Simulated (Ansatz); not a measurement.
## Si2H4OF2: frequency calculation

- system: Si2H4OF2
- method: HF/6-31G*, RHF (Ansatz 0.2.0)

The geometry was optimised with HF/6-31G*. Figures and captions count atoms from 1; the log counts them from 0 in places.

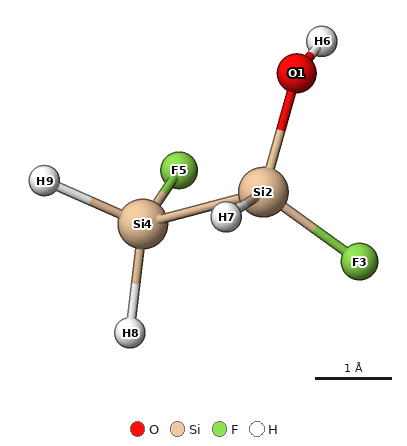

The input geometry (ball-and-stick view, seen at a tilt; atoms are numbered from 1 in the order of the input). Bond lengths as drawn: F–Si 1.60 to 1.61 Å, H–O 0.95 Å, H–Si 1.47 Å, O–Si 1.63 Å and Si–Si 2.35 Å.

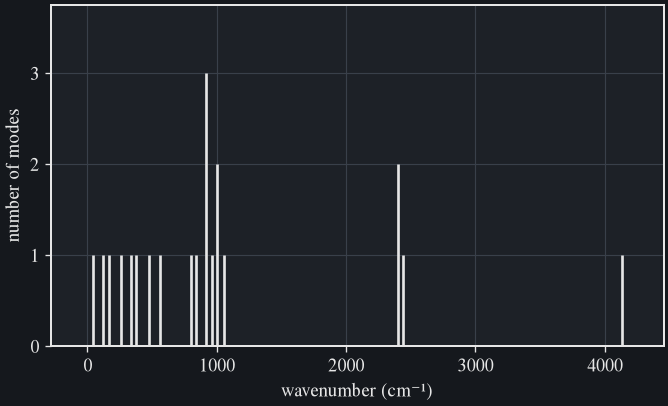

Harmonic vibrational wavenumbers from the force constants; neighbouring modes closer than 19 cm⁻¹ are counted in one stick. 21 modes from 42 to 4131 cm⁻¹, none imaginary.

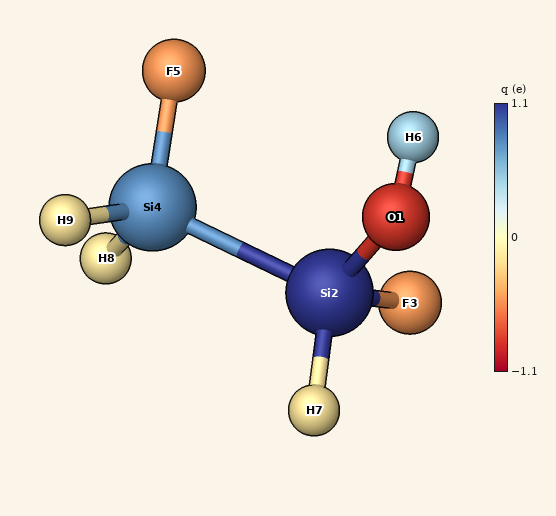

Mulliken charges, as the colour of each atom (ball-and-stick view, seen at a tilt; atoms are numbered from 1 in the order of the input; Mulliken charges depend strongly on the basis). By element: O −0.85, Si +0.78 to +1.09, F −0.51 to −0.50 and H −0.17 to +0.48 e.

The input and output of the run follow.

## The input
```yaml
crystal:
  periodic: [false, false, false]
  atoms:
    - {symbol: O, position_ang: [0.919515, 1.780086, -0.390591]}
    - {symbol: Si, position_ang: [0.923167, 0.146774, -0.457538]}
    - {symbol: F, position_ang: [0.860222, -0.338703, -1.978364]}
    - {symbol: Si, position_ang: [-0.909761, -0.783266, 0.671808]}
    - {symbol: F, position_ang: [-2.234317, 0.012312, 0.236026]}
    - {symbol: H, position_ang: [0.164432, 2.267859, -0.689352]}
    - {symbol: H, position_ang: [2.206678, -0.288455, 0.103793]}
    - {symbol: H, position_ang: [-1.095669, -2.210503, 0.358114]}
    - {symbol: H, position_ang: [-0.745867, -0.632305, 2.129204]}
basis:
  gaussian:
    orbitals: "6-31G*"
hamiltonian:
  xc: hf
phonons:
  temperatures: {t_min: 298.15, t_max: 298.15, t_step: 1}
```

Launched with:
```bash
ansatz run run.yaml --threads 1 --pin off --max-ram 3480MiB --events-out events.jsonl --progress --plain --runs-dir runs
```

## What the program printed
```
Functional definition: HF
  name "HF"
  exchange = exact_x
  correlation = 0
889 factors; integrals over basis functions are off by at most 6.6e-4 eV
mean field evaluation 1: about -23236.1956 eV, gradient 4.5e1 eV
mean field evaluation 2: about -23236.2653 eV, gradient 4.5e1 eV
mean field evaluation 4: about -23240.1578 eV, gradient 2.7e0 eV
mean field evaluation 8: about -23240.1915 eV, gradient 1.8e-1 eV
mean field -23240.19157699 eV, -854.0612876867 hartree, gradient 2.2e-5 eV, S^2 0.000000; 0 other end points of the search recorded, 0 dependent functions left out
the calculation of the forces begins
reference -23240.19157699 eV, -854.0612876867 hartree; 29, 29 occupied and 62, 62 virtual orbitals, 889 factors
these checks for a lower state are left out or cut short: stability, starts, cluster_reference, orbital_swaps, neighbouring_geometries, increment
889 factors; integrals over basis functions are off by at most 6.6e-4 eV
mean field evaluation 16: about -23240.1914 eV, gradient 1.6e-4 eV
mean field -23240.19144608 eV, -854.0612828759 hartree, gradient 1.0e-6 eV, S^2 0.000000; 0 other end points of the search recorded, 0 dependent functions left out
[... from here on the field's lines of each further geometry are left out, up to the last ...]
the calculation of the forces begins
reference -23240.19151421 eV, -854.0612853796 hartree; 29, 29 occupied and 62, 62 virtual orbitals, 889 factors
these checks for a lower state are left out or cut short: stability, starts, cluster_reference, orbital_swaps, neighbouring_geometries, increment
889 factors; integrals over basis functions are off by at most 6.6e-4 eV
mean field -23240.19151348 eV, -854.0612853528 hartree, gradient 9.9e-7 eV, S^2 0.000000; 0 other end points of the search recorded, 0 dependent functions left out
the calculation of the forces begins
reference -23240.19151348 eV, -854.0612853528 hartree; 29, 29 occupied and 62, 62 virtual orbitals, 889 factors
Total energy: -23240.19157699 eV, -854.0612876867 hartree
Atom 0 at     0.919515     1.780086    -0.390591 Å, force    -0.000523     0.001544    -0.000361 eV/Å
Atom 1 at     0.923167     0.146774    -0.457538 Å, force     0.000164    -0.001332     0.000417 eV/Å
Atom 2 at     0.860222    -0.338703    -1.978364 Å, force     0.000140     0.000170    -0.000160 eV/Å
Atom 3 at    -0.909761    -0.783266     0.671808 Å, force     0.000381    -0.000130    -0.000112 eV/Å
Atom 4 at    -2.234317     0.012312     0.236026 Å, force    -0.000267     0.000166     0.000151 eV/Å
Atom 5 at     0.164432     2.267859    -0.689352 Å, force     0.000403    -0.000471     0.000143 eV/Å
Atom 6 at     2.206678    -0.288455     0.103793 Å, force     0.000110     0.000115    -0.000125 eV/Å
Atom 7 at    -1.095669    -2.210503     0.358114 Å, force    -0.000276    -0.000046    -0.000010 eV/Å
Atom 8 at    -0.745867    -0.632305     2.129204 Å, force    -0.000134    -0.000017     0.000057 eV/Å
Dipole moment:    -0.018905    -0.047967     0.216748 e Å
Vibrations: 42.23 116.63 163.17 257.98 339.27 375.30 472.45 564.46 800.25 836.65 900.48 912.46 926.58 959.66 1004.13 1006.90 1057.53 2396.73 2404.21 2442.49 4131.05 cm⁻¹, zero-point energy 1.370682 eV
```

## Results in brief

| quantity | value |
| --- | --- |
| outcome | converged |
| total energy | −854.061288 hartree |
| basis functions | 91 |
| largest force | 0.002 eV/Å |
| zero-point energy | 0.050372 hartree |
| dipole moment | 1.07 D |
| wavenumbers, lowest and highest | 42 and 4131 cm⁻¹ |
| hardware | 1 thread of Intel Xeon (Granite Rapids), 16 GiB of memory available, shared host |
| wall time | 52 s |
| peak memory | 0.18 GiB |
